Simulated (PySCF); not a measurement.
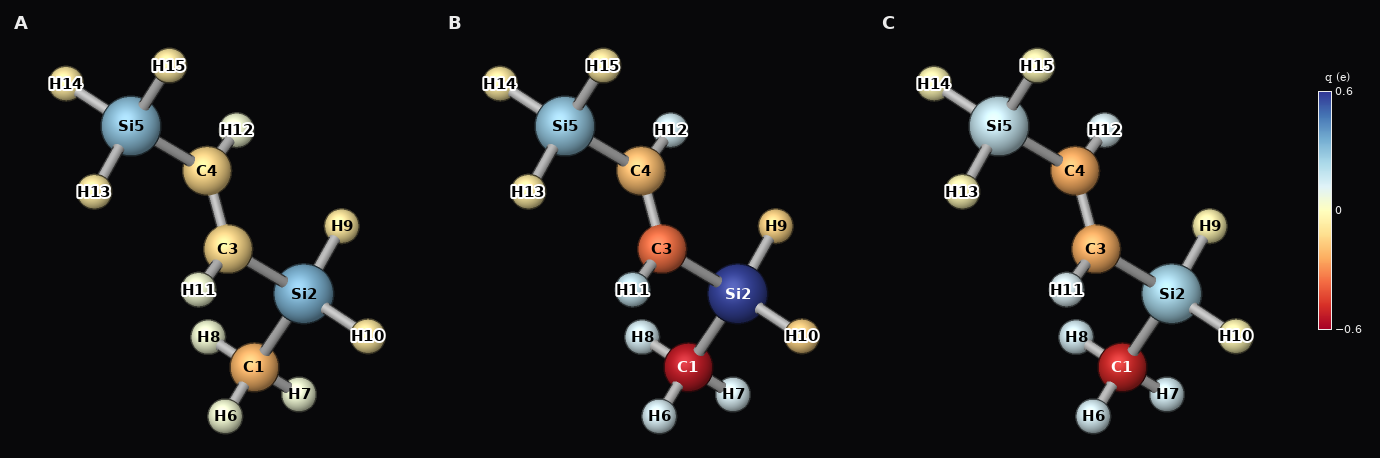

Atomic charges of one calculation by 3 schemes, on one colour scale. The geometry was computed by an optimisation with PBE0-D3(BJ)/def2-SVP. No frequency run is at hand to confirm it as a minimum. Level of theory: PBE0/def2-TZVP (PySCF 2.14.0).

The schemes are ESP-fitted, Hirshfeld, Mulliken. Which panel shows which?

Answer. A Hirshfeld, B ESP-fitted, C Mulliken.

List the charges (e), one line for each set of equivalent atoms.

| atom | Hirshfeld | ESP-fitted | Mulliken |
| --- | --- | --- | --- |
| C1 | −0.21 | −0.53 | −0.50 |
| Si2 | 0.33 | 0.57 | 0.25 |
| C3 | −0.13 | −0.35 | −0.23 |
| C4 | −0.13 | −0.20 | −0.23 |
| Si5 | 0.30 | 0.29 | 0.17 |
| H6 | 0.05 | 0.13 | 0.14 |
| H7 | 0.05 | 0.13 | 0.14 |
| H8 | 0.05 | 0.14 | 0.14 |
| H9 | −0.08 | −0.14 | −0.03 |
| H10 | −0.08 | −0.15 | −0.03 |
| H11 | 0.04 | 0.18 | 0.12 |
| H12 | 0.04 | 0.15 | 0.12 |
| H13 | −0.07 | −0.07 | −0.03 |
| H14 | −0.08 | −0.07 | −0.02 |
| H15 | −0.08 | −0.08 | −0.02 |
